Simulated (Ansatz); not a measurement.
**AlSi₂H₅: single points off equilibrium**

How do the functionals fare away from a minimum? The structure is a structure displaced at random from a GFN2-xTB minimum.

Method: single points in def2-TZVPP; program: Ansatz 0.2.0, Gaussian basis.

Correlated methods freeze the cores.

### 1 Starting geometry

SMILES `[AlH]1[SiH2][SiH2]1`, 8 atoms, charge 0, spin multiplicity 1.

Atoms are counted from 1 here; the program's logs count them from 0.

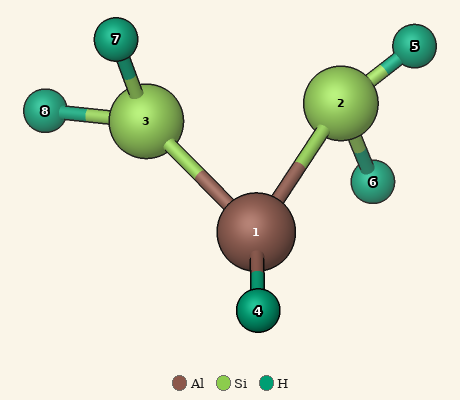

Start geometry, drawn with aluminium brown, silicon green, hydrogen teal; atoms are numbered from 1 in the order of the file.

As a file:

```mol
AlH5Si2
  3D, bonds by distance, orders not assigned

  8  7  0  0  0  0  0  0  0  0999 V2000
   -1.3474    0.0152   -0.8386 Al  0  0
    0.5270    1.2849    0.0407 Si  0  0
    0.2794   -1.3087    0.3172 Si  0  0
   -2.5642   -0.1249   -2.0247 H   0  0
    1.3155    2.2816    0.0301 H   0  0
   -0.3516    1.8964    1.3456 H   0  0
    1.2447   -1.8558   -0.6933 H   0  0
    0.5398   -2.5283    1.3608 H   0  0
  1  2  8  0
  1  3  8  0
  1  4  8  0
  2  5  8  0
  2  6  8  0
  3  7  8  0
  3  8  8  0
M  END
```

### 2 CCSD(T)/def2-TZVPP

Input file run/in.yaml:

```yaml
crystal:
  periodic: [false, false, false]
  atoms:
    - {symbol: Al, position_ang: [-1.347400, 0.015200, -0.838600]}
    - {symbol: Si, position_ang: [0.527000, 1.284900, 0.040700]}
    - {symbol: Si, position_ang: [0.279400, -1.308700, 0.317200]}
    - {symbol: H, position_ang: [-2.564200, -0.124900, -2.024700]}
    - {symbol: H, position_ang: [1.315500, 2.281600, 0.030100]}
    - {symbol: H, position_ang: [-0.351600, 1.896400, 1.345600]}
    - {symbol: H, position_ang: [1.244700, -1.855800, -0.693300]}
    - {symbol: H, position_ang: [0.539800, -2.528300, 1.360800]}
basis:
  gaussian: {orbitals: def2-TZVPP}
correlation: {method: ccsd_t}
output: {forces: true}
```

The command line of these runs was not kept.

### 3 PBE0-D4/def2-TZVPP

run/in.yaml, as its differences from that of step 2:

```diff
@@ -13,3 +13,3 @@
   gaussian: {orbitals: def2-TZVPP}
-correlation: {method: ccsd_t}
-output: {forces: true}
+hamiltonian: {xc: pbe0, dispersion: d4}
+output: {forces: true, orbitals: {seedname: orbitals}}
```

### 4 wB97M-V/def2-TZVPP

run/in.yaml, as its differences from that of step 3:

```diff
@@ -13,3 +13,3 @@
   gaussian: {orbitals: def2-TZVPP}
-hamiltonian: {xc: pbe0, dispersion: d4}
-output: {forces: true, orbitals: {seedname: orbitals}}
+hamiltonian: {xc: {name: wB97M-V}}
+output: {forces: true}
```

### 5 r2SCAN-D4/def2-TZVPP

run/in.yaml, as its differences from that of step 4:

```diff
@@ -13,3 +13,3 @@
   gaussian: {orbitals: def2-TZVPP}
-hamiltonian: {xc: {name: wB97M-V}}
+hamiltonian: {xc: r2scan, dispersion: d4}
 output: {forces: true}
```

### 6 PBE-D4/def2-TZVPP

run/in.yaml, as its differences from that of step 5:

```diff
@@ -13,3 +13,3 @@
   gaussian: {orbitals: def2-TZVPP}
-hamiltonian: {xc: r2scan, dispersion: d4}
+hamiltonian: {xc: pbe, dispersion: d4}
 output: {forces: true}
```

### 7 r2SCAN0-D4/def2-TZVPP

run/in.yaml, as its differences from that of step 6:

```diff
@@ -13,3 +13,3 @@
   gaussian: {orbitals: def2-TZVPP}
-hamiltonian: {xc: pbe, dispersion: d4}
+hamiltonian: {xc: {name: r2SCAN0}, dispersion: d4}
 output: {forces: true}
```

### 8 SPW92/def2-TZVPP

run/in.yaml, as its differences from that of step 7:

```diff
@@ -13,3 +13,3 @@
   gaussian: {orbitals: def2-TZVPP}
-hamiltonian: {xc: {name: r2SCAN0}, dispersion: d4}
+hamiltonian: {xc: lda}
 output: {forces: true}
```

(Steps that only read results are left out.)

What does the calculation give? Wanted: energy less free atoms, CCSD(T)/def2-TZVPP; RMS force component; RMS force error; HOMO and LUMO, PBE0-D4; T1 diagnostic.

**Answer**, as computed:

| quantity | value |
| --- | --- |
| energy less free atoms, CCSD(T)/def2-TZVPP | -1831.7 kJ/mol |
| RMS force component | 2.152 to 2.206 eV/Å over the methods |
| RMS force error | PBE0-D4 0.095, wB97M-V 0.069, r2SCAN-D4 0.108, PBE-D4 0.184, r2SCAN0-D4 0.087, SPW92 0.256 eV/Å |
| HOMO and LUMO, PBE0-D4 | -6.46 and -2.65 eV |
| T1 diagnostic | 0.018 |

What this shows: Against CCSD(T) the functionals' energies less atoms differ by -293.8 to -38.8 kJ/mol, PBE-D4 by -55.7 kJ/mol. The reference is not at the basis limit: in triple zeta CCSD(T) underbinds, which counts against methods that bind more; the gaps are no ranking. For forces wB97M-V does best and SPW92 worst. Frozen-core CCSD(T) forces in triple zeta carry basis errors of their own, and this is one geometry, so small gaps rank nothing.
